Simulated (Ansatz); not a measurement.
# SiGeH₃ (doublet): correlated methods under varied settings at a displaced geometry (v2)

What do other methods and options give for SiGeH₃ (doublet) at this geometry, and how long do they take?

Program: Ansatz 0.2.0, Gaussian basis. Level of theory: the settings change from run to run. These are calculated values, not measurements.

20 further runs of the same task are left out: 5 that didn't finish, 15 set aside as unsound or not needed.

## (1) The geometry

The geometry is a PBE0/def2-TZVP stationary point (not a proven minimum) with its atoms shifted at random (size 0.100 Å). No spin-orbit coupling is included. The filled d shell of Ge may be among the frozen orbitals whatever the setting's name suggests; the logs give the count.

5 atoms, charge 0, spin multiplicity 2.

Atoms are counted from 1 here; the program's logs count them from 0.

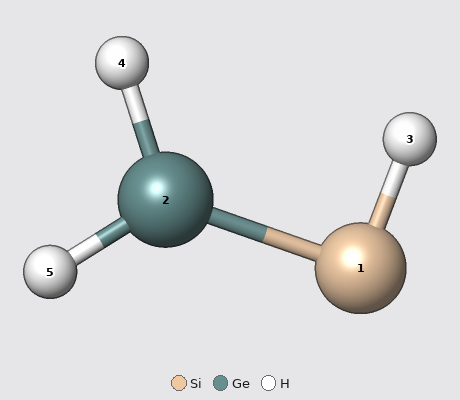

The structure; silicon light orange, germanium teal, hydrogen white; atoms are numbered from 1 in the order of the file.

## (2) CASCI(3,3)/6-31G

Input file in.yaml:

```yaml
crystal:
  periodic: [false, false, false]
  atoms:
    - {symbol: Si, position_ang: [0.088259, 0.087195, 1.678772]}
    - {symbol: Ge, position_ang: [-0.034612, -0.011090, -0.629562]}
    - {symbol: H, position_ang: [0.263248, -1.436970, 1.748171]}
    - {symbol: H, position_ang: [-0.214399, -1.316786, -1.511570]}
    - {symbol: H, position_ang: [-0.013701, 1.123379, -1.643219]}
basis:
  gaussian: {orbitals: 6-31G}
magnetization: {spin_polarized: false, initial_magnetization: 1}
correlation: {active_space: {window: {electrons: 3, orbitals: 3}, fixed_orbitals: true, states: [{multiplicity: 2, weights: [0.5, 1, 1, 1]}], root: 3}}
scf: {lower_state_search: light}
```

Command:

```
$ ansatz run in.yaml --threads 1 --pin off --events-out ev --progress --plain --max-ram 2393MiB
```

Log:

```text
Functional definition: HF
  name "HF"
  cite "Fock, Z. Phys. 61, 126 (1930) doi:10.1007/BF01340294"
  parent pbe
  exchange = exact_x
  correlation = 0
881 factors; integrals over basis functions are off by at most 1.6e-7 eV
mean field evaluation 1: about -64369.6948 eV, gradient 8.6e0 eV
mean field evaluation 2: about -64369.7548 eV, gradient 8.8e0 eV
mean field evaluation 4: about -64370.2456 eV, gradient 1.7e0 eV
mean field evaluation 8: about -64370.2722 eV, gradient 3.4e-1 eV
mean field evaluation 16: about -64370.2775 eV, gradient 2.6e-6 eV
mean field -64370.27750561 eV, -2365.5640665898 hartree, gradient 2.6e-6 eV, S^2 0.750000; 1 other end points of the search recorded, 0 dependent functions left out
reference -64370.27750561 eV, -2365.5640665898 hartree; 25, 24 occupied and 23, 24 virtual orbitals, 881 factors
state -64370.36023141 eV, -2365.5671067069 hartree
state -64369.49236004 eV, -2365.5352130225 hartree
state -64367.06301611 eV, -2365.4459362796 hartree
state -64366.62909329 eV, -2365.4299899104 hartree
Total energy: -64366.62909329 eV, -2365.4299899104 hartree
```

It took 1.1 s on 1 thread of Arm Neoverse V1, shared host.

From the report: 9 determinants; active occupations (of the averaged states) 1.42, 0.98, 0.60.

## (3) HF/STO-3G

in.yaml: that of step 2 with these lines changed.

```diff
@@ -9,5 +9,6 @@
 basis:
-  gaussian: {orbitals: 6-31G}
+  gaussian: {orbitals: STO-3G}
 magnetization: {spin_polarized: false, initial_magnetization: 1}
-correlation: {active_space: {window: {electrons: 3, orbitals: 3}, fixed_orbitals: true, states: [{multiplicity: 2, weights: [0.5, 1, 1, 1]}], root: 3}}
-scf: {lower_state_search: light}
+hamiltonian: {xc: hf}
+accuracy: high
+output: {orbitals: {seedname: orbitals}}
```

The command is unchanged.

Log:

```text
Functional definition: HF
  name "HF"
  cite "Fock, Z. Phys. 61, 126 (1930) doi:10.1007/BF01340294"
  parent pbe
  exchange = exact_x
  correlation = 0
451 factors; integrals over basis functions are off by at most 8.9e-9 eV
mean field evaluation 1: about -63646.5519 eV, gradient 7.4e0 eV
mean field evaluation 2: about -63646.5759 eV, gradient 7.3e0 eV
mean field evaluation 4: about -63647.0699 eV, gradient 9.0e-1 eV
mean field evaluation 8: about -63647.0896 eV, gradient 7.1e-3 eV
mean field evaluation 16: about -63645.1622 eV, gradient 3.9e0 eV
mean field -63647.08962723 eV, -2338.9874022538 hartree, gradient 2.7e-8 eV, S^2 0.750000; 0 other end points of the search recorded, 0 dependent functions left out
reference -63647.08962723 eV, -2338.9874022538 hartree; 25, 24 occupied and 5, 6 virtual orbitals, 451 factors
Total energy: -63647.08962723 eV, -2338.9874022538 hartree
```

Run time: 0.33 s. Hardware: 1 thread of Arm Neoverse V1, shared host.

## (4) CASSCF(5,5)/STO-3G

in.yaml: that of step 3 with these lines changed.

```diff
@@ -11,4 +11,2 @@
 magnetization: {spin_polarized: false, initial_magnetization: 1}
-hamiltonian: {xc: hf}
-accuracy: high
-output: {orbitals: {seedname: orbitals}}
+correlation: {active_space: {window: {electrons: 5, orbitals: 5}}}
```

The command is unchanged.

Log (excerpt; [...] marks lines left out):

```text
Functional definition: HF
  name "HF"
  cite "Fock, Z. Phys. 61, 126 (1930) doi:10.1007/BF01340294"
  parent pbe
[...]
313 factors; integrals over basis functions are off by at most 1.5e-5 eV
[...]
mean field -63647.08952693 eV, -2338.9873985678 hartree, gradient 3.2e-6 eV, S^2 0.750000; 1 other end points of the search recorded, 0 dependent functions left out
reference -63647.08952693 eV, -2338.9873985678 hartree; 25, 24 occupied and 5, 6 virtual orbitals, 313 factors
state -63648.10183182 eV, -2339.0246000863 hartree
[...]
Total energy: -63648.10183182 eV, -2339.0246000863 hartree
```

Run time: 1.1 s. Hardware: 1 thread of Arm Neoverse V1, shared host.

From the report: 100 determinants; active occupations 1.97, 1.97, 1.00, 0.04, 0.03.

## (5) HF/cc-pVDZ

in.yaml: that of step 4 with these lines changed.

```diff
@@ -9,4 +9,6 @@
 basis:
-  gaussian: {orbitals: STO-3G}
-magnetization: {spin_polarized: false, initial_magnetization: 1}
-correlation: {active_space: {window: {electrons: 5, orbitals: 5}}}
+  gaussian: {orbitals: cc-pVDZ, point_charges: [{charge: 1.00, position_ang: [2.865, 0.585, 0.569]}]}
+magnetization: {spin_polarized: true, initial_magnetization: 1}
+hamiltonian: {xc: hf}
+scf: {lower_state_search: off}
+output: {forces: true, orbitals: {seedname: orbitals}}
```

Same command.

Log (excerpt; [...] marks lines left out):

```text
Functional definition: HF
  name "HF"
  cite "Fock, Z. Phys. 61, 126 (1930) doi:10.1007/BF01340294"
  parent pbe
[...]
641 factors; integrals over basis functions are off by at most 1.2e-3 eV
[...]
mean field -64380.54786330 eV, -2365.9414952735 hartree, gradient 2.7e-6 eV, S^2 0.968588; 0 other end points of the search recorded, 0 dependent functions left out
[...]
reference -64380.54786330 eV, -2365.9414952735 hartree; 25, 24 occupied and 35, 36 virtual orbitals, 641 factors
Total energy: -64380.54786330 eV, -2365.9414952735 hartree
Atom 0 at     0.088259     0.087195     1.678772 Å, force    -0.001400    -0.452599     0.681098 eV/Å
Atom 1 at    -0.034612    -0.011090    -0.629562 Å, force     0.685463    -0.982864    -1.580261 eV/Å
Atom 2 at     0.263248    -1.436970     1.748171 Å, force     0.068949     0.484002     0.092974 eV/Å
Atom 3 at    -0.214399    -1.316786    -1.511570 Å, force    -0.183716     0.620215     0.749371 eV/Å
Atom 4 at    -0.013701     1.123379    -1.643219 Å, force    -0.103663     0.413822     0.094372 eV/Å
Dipole moment:    -0.502154    -0.126913    -0.183732 e Å
Checks for a lower state left out: stability, starts, cluster_reference, orbital_swaps, neighbouring_geometries, increment
```

Run time: 1.7 s. Hardware: 1 thread of Arm Neoverse V1, shared host.

From the report: ⟨S²⟩ of the determinant 0.969 (pure doublet: 0.75).

## (6) CASSCF(3,7)/STO-3G

Input file in.yaml:

```yaml
crystal:
  periodic: [false, false, false]
  atoms:
    - {symbol: Si, position_ang: [0.088259, 0.087195, 1.678772]}
    - {symbol: Ge, position_ang: [-0.034612, -0.011090, -0.629562]}
    - {symbol: H, position_ang: [0.263248, -1.436970, 1.748171]}
    - {symbol: H, position_ang: [-0.214399, -1.316786, -1.511570]}
    - {symbol: H, position_ang: [-0.013701, 1.123379, -1.643219]}
basis:
  gaussian: {orbitals: STO-3G}
magnetization: {spin_polarized: false, initial_magnetization: 1}
correlation: {active_space: {window: {electrons: 3, orbitals: 7}}}
```

The command is unchanged.

Log:

```text
Functional definition: HF
  name "HF"
  cite "Fock, Z. Phys. 61, 126 (1930) doi:10.1007/BF01340294"
  parent pbe
  exchange = exact_x
  correlation = 0
313 factors; integrals over basis functions are off by at most 1.5e-5 eV
mean field evaluation 1: about -63646.5618 eV, gradient 7.4e0 eV
mean field evaluation 2: about -63646.5742 eV, gradient 7.3e0 eV
mean field evaluation 4: about -63647.0692 eV, gradient 9.1e-1 eV
mean field evaluation 8: about -63647.0895 eV, gradient 3.8e-3 eV
mean field evaluation 16: about -63647.0889 eV, gradient 1.9e-1 eV
mean field -63647.08952693 eV, -2338.9873985678 hartree, gradient 3.2e-6 eV, S^2 0.750000; 1 other end points of the search recorded, 0 dependent functions left out
reference -63647.08952693 eV, -2338.9873985678 hartree; 25, 24 occupied and 5, 6 virtual orbitals, 313 factors
state -63647.58757264 eV, -2339.0057014103 hartree
Total energy: -63647.58757264 eV, -2339.0057014103 hartree
```

Wall time 0.75 s (1 thread of Arm Neoverse V1, shared host).

From the report: 147 determinants; active occupations 1.94, 1.00, 0.04, 0.02, 0.00, 0.00, 0.00.

## (7) CCSD(T)/cc-pVDZ

in.yaml: that of step 6 with these lines changed.

```diff
@@ -9,4 +9,6 @@
 basis:
-  gaussian: {orbitals: STO-3G}
-magnetization: {spin_polarized: false, initial_magnetization: 1}
-correlation: {active_space: {window: {electrons: 3, orbitals: 7}}}
+  gaussian: {orbitals: cc-pVDZ}
+magnetization: {spin_polarized: true, initial_magnetization: 1}
+hamiltonian: {xc: {name: B3LYP}}
+correlation: {method: ccsd_t, electrons: outside_noble_gas, diis_vectors: 2}
+output: {forces: true}
```

The command is unchanged.

Log (excerpt; [...] marks lines left out):

```text
Functional definition: B3LYP
  name "B3LYP"
  cite "Stephens, Devlin, Chabalowski & Frisch, J. Phys. Chem. 98, 11623 (1994) doi:10.1021/j100096a001"
  cite "Becke, Phys. Rev. A 38, 3098 (1988) doi:10.1103/PhysRevA.38.3098"
  cite "Lee, Yang & Parr, Phys. Rev. B 37, 785 (1988) doi:10.1103/PhysRevB.37.785"
  cite "Vosko, Wilk & Nusair, Can. J. Phys. 58, 1200 (1980) doi:10.1139/p80-159"
[...]
641 factors; integrals over basis functions are off by at most 1.2e-3 eV
[...]
mean field -64443.23540023 eV, -2368.2452197647 hartree, gradient 6.4e-6 eV, S^2 0.756064; 2 other end points of the search recorded, 0 dependent functions left out
19 core orbitals not correlated: weight in the atoms' cores, before any rotation towards them, 0.999 or more for the frozen orbitals, at most 0.000 for the correlated occupied ones
reference -64379.69534049 eV, -2365.9101656382 hartree; 6, 5 occupied and 35, 36 virtual orbitals, 641 factors
second order -4.83130615 eV of doubles, -0.24478383 eV of singles
cycle   1  -5.72238020 eV  change   -6.5e-1 eV  update   6.9e-2
[...]
cycle  34  -5.99760451 eV  change   -3.9e-8 eV  update   3.7e-7
perturbative correction -0.19830675 eV, -0.0072876387 hartree
[...]
Total energy: -64385.89125176 eV, -2366.1378611775 hartree
Atom 0 at     0.088259     0.087195     1.678772 Å, force     0.034071     0.177512     0.813561 eV/Å
Atom 1 at    -0.034612    -0.011090    -0.629562 Å, force     0.024151    -1.068363    -0.740844 eV/Å
Atom 2 at     0.263248    -1.436970     1.748171 Å, force    -0.036876     0.027953    -0.111104 eV/Å
Atom 3 at    -0.214399    -1.316786    -1.511570 Å, force     0.020202     0.327678     0.261152 eV/Å
Atom 4 at    -0.013701     1.123379    -1.643219 Å, force    -0.041548     0.535220    -0.222765 eV/Å
Dipole moment:    -0.003313    -0.000436    -0.181123 e Å
```

It took 16 s on 1 thread of Arm Neoverse V1, shared host.

From the report: ⟨S²⟩ of the determinant 0.756 (pure doublet: 0.75); correlation -6.1959 eV; T1 0.020; largest double amplitude 0.06. The orbitals are Kohn-Sham ones, so correlation energy and T1 don't compare with those on Hartree-Fock orbitals.

## (8) All runs side by side

Where basis and cores are those of an earlier UCCSDT(Q)/cc-pVDZ run (-64386.1555 eV), and the state is the same kind, the miss against it is given.

```csv
level,correlated,functions,energy (eV),from UCCSDT(Q) (meV),time
"CASCI(3,3)/6-31G (excited root 3 of an average)",,48,-64366.6291,,1.1 s
HF/STO-3G,,30,-63647.0896,,0.33 s
"CASSCF(5,5)/STO-3G",,30,-63648.1018,,1.1 s
HF/cc-pVDZ (beside a point charge),,60,-64380.5479,,1.7 s
"CASSCF(3,7)/STO-3G",,30,-63647.5876,,0.75 s
CCSD(T)/cc-pVDZ (on B3LYP orbitals),outside noble gas,60,-64385.8913,264.3,16 s
```

## (9) What came out

| quantity | value |
| --- | --- |
| runs | 6 |
| quickest | HF/STO-3G, 0.33 s |
| slowest | CCSD(T)/cc-pVDZ (on B3LYP orbitals), 16 s |

**Reading.** Total energies in different bases, with other cores or another treatment of relativity can't be set against each other. CCSD(T)/cc-pVDZ (on B3LYP orbitals) took 47 times as long as HF/STO-3G; the jobs differ in more than the method. Cores frozen from Kohn-Sham orbitals shift the total energy.
